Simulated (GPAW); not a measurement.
Consider MnBr2 (P-3m1).

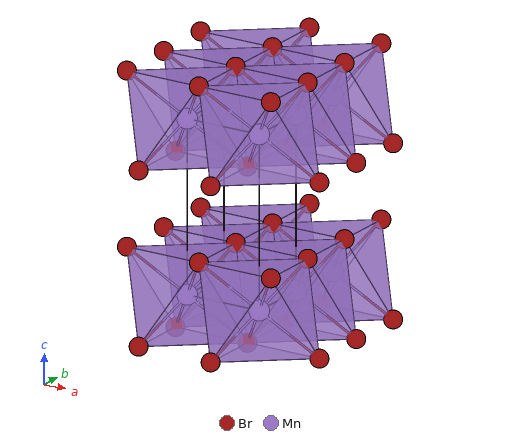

The structure (bromine red, manganese light purple). 1×2×1 cells are drawn. Some periodic images of atoms are drawn too.

```
Br Mn
1.0
     3.82000    0.00000    0.00000
    -1.91000    3.30822    0.00000
     0.00000    0.00000    6.19000
Br Mn
2 1
Direct
  0.66667 0.33333 0.75000
  0.33333 0.66667 0.25000
  0.00000 0.00000 0.00000
```

Absorber: atom 1, with 3 Mn at 2.69 Å (pyramidal, site symmetry 3m). Method: GPAW, LDA, full core hole (charged cell), 9-atom cell with 6.6 Å between holes, 3×3×3 k points, dipole transitions, Gaussian full width 2.52 eV up to 4 eV, rising linearly to 3.5 eV at 25 eV.

The database entry behind the starting cell has ideal inner coordinates that were not refined, so it need not match the best structure at ambient conditions.

Predict the near-edge structure at the Br K edge.

Main maxima up to 30 eV above the zero (height): 7.4 eV (1.73), 18.2 eV (1.19), 21.8 eV (1.21) and 28.2 eV (1.27). A K edge sees empty p states on the absorber. 

The Br K spectrum (energy from the lowest empty level; intensity scaled to a mean of 1 over the first 20 eV; polarised curves are means over the symmetry-equivalent atoms):

| E (eV) | isotropic | ε ⊥ c | ε ∥ c |
| --- | --- | --- | --- |
| -2.0 | 0.01 | 0.01 | 0.02 |
| -0.5 | 0.19 | 0.18 | 0.19 |
| 1.0 | 0.55 | 0.55 | 0.57 |
| 2.5 | 0.84 | 0.84 | 0.84 |
| 4.0 | 1.00 | 1.05 | 0.90 |
| 5.5 | 1.18 | 1.26 | 1.02 |
| 7.0 | 1.69 | 1.73 | 1.60 |
| 8.5 | 1.50 | 1.45 | 1.62 |
| 10.0 | 0.87 | 0.86 | 0.91 |
| 11.5 | 0.67 | 0.67 | 0.67 |
| 13.0 | 0.65 | 0.59 | 0.77 |
| 14.5 | 0.75 | 0.72 | 0.81 |
| 16.0 | 1.00 | 1.02 | 0.95 |
| 17.5 | 1.18 | 1.23 | 1.07 |
| 19.0 | 1.18 | 1.19 | 1.16 |
| 20.5 | 1.17 | 1.15 | 1.22 |
| 22.0 | 1.21 | 1.19 | 1.24 |
| 23.5 | 1.11 | 1.12 | 1.10 |
| 25.0 | 1.06 | 1.09 | 1.00 |
| 26.5 | 1.16 | 1.17 | 1.15 |
| 28.0 | 1.26 | 1.25 | 1.29 |
| 29.5 | 1.22 | 1.22 | 1.22 |
| 31.0 | 1.13 | 1.14 | 1.11 |

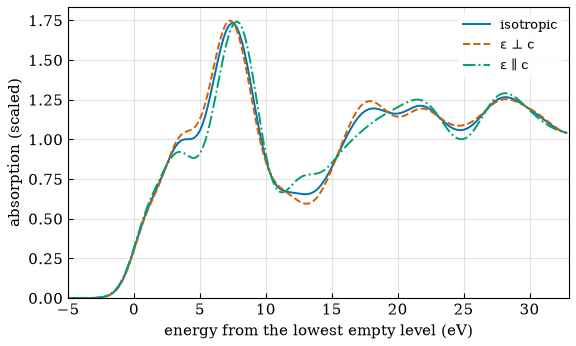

The Br K edge.

The hole lies in one spin channel, while the script sums the empty states of both and takes the lower zero; where the two channels are split, this blurs and shifts the curve. The script folds with a Gaussian, whereas the core hole's own line is a Lorentzian, so the onset is too steep and the first peak too high. The spins start ferromagnetically in a simple order, which needn't be the measured one; gap and edge can depend on it. The mesh is coarse (0.38 Å⁻¹ between points), so small maxima may be mesh ripples. Lifetime broadening is put in by hand, and intensities beyond about 20 eV depend on it and on the partial waves. The structure is a published determination, not relaxed.

[Banner, clock and machine lines of the logs are left out without a mark of their own.]

[Logs are printed without paths, hosts, clocks, repeated set-up lines and the standing remarks that a program may print on its own settings, such as how far it seeks lower states.]

[Hosts, paths, dates, database ids (printed as entryN), source tags and the programs' standing remarks are cut or masked in the printed files.]

[Lists of maxima count a maximum above −3 eV only where it reaches 4 % of the highest in the window and stands out from its surroundings by 2 % of it (1.5 % where it reaches 55 %); shoulders and weaker maxima are passed over, and of the rest the first, up to two pre-edge ones and the few strongest are named.]
